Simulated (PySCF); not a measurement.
Consider C$_{3}$H$_{4}$ClF$_{3}$Si.

The calculation's input:

```
{"job": {"kind": "nmr", "xc": "PBE0", "basis": "pcSseg-1"}, "charge": 0, "multiplicity": 1}
F     -1.397923    -2.045762     0.489507
C     -1.282163    -0.768875     0.058433
F     -1.245822    -0.837658    -1.293755
C     -0.001021    -0.151956     0.569443
F      0.043954    -0.266421     1.941029
Si     1.570583    -0.127959    -0.519413
C      0.380169     1.242011     0.070593
Cl    -0.780781     2.105491    -0.943379
H     -2.192998    -0.226619     0.358434
H      2.817173    -0.164796     0.216170
H      1.395051    -0.651535    -1.853050
H      0.694976     1.893394     0.879961
```

Launched as:

```sh
OMP_NUM_THREADS=1 python probes_run.py task.json out
```

Geometry: GFN2-xTB.

Method: PBE0/pcSseg-1, SCF density, gas phase, non-relativistic (PySCF).

Predict the electron density and electron localisation function between the atoms.

Answer. C–F (1.35 Å): ρ is about 2.3 e/Å³ halfway, with its minimum of 1.8 e/Å³ about 0.5 Å from C; the ELF peaks at about 0.85 between the atoms, as expected for a shared but strongly polarised pair.
C–C (1.51 Å): ρ at the midpoint is about 1.8 e/Å³; the ELF peaks at about 1 between the atoms: localised, covalent bonding.
C–Cl (1.77 Å): ρ at the midpoint is about 1.3 e/Å³; the ELF peaks at about 0.90 between the atoms (localised, covalent bonding).

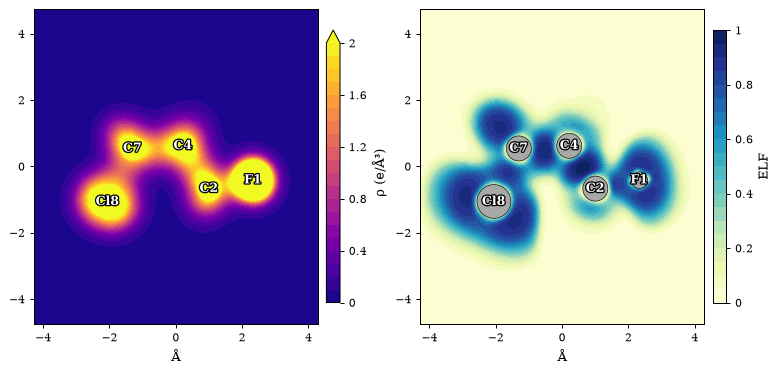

Computed electron density and electron localisation function on the plane of atoms F1, C2 and C4, in this order. Grey discs cover the atomic cores in the ELF map. 
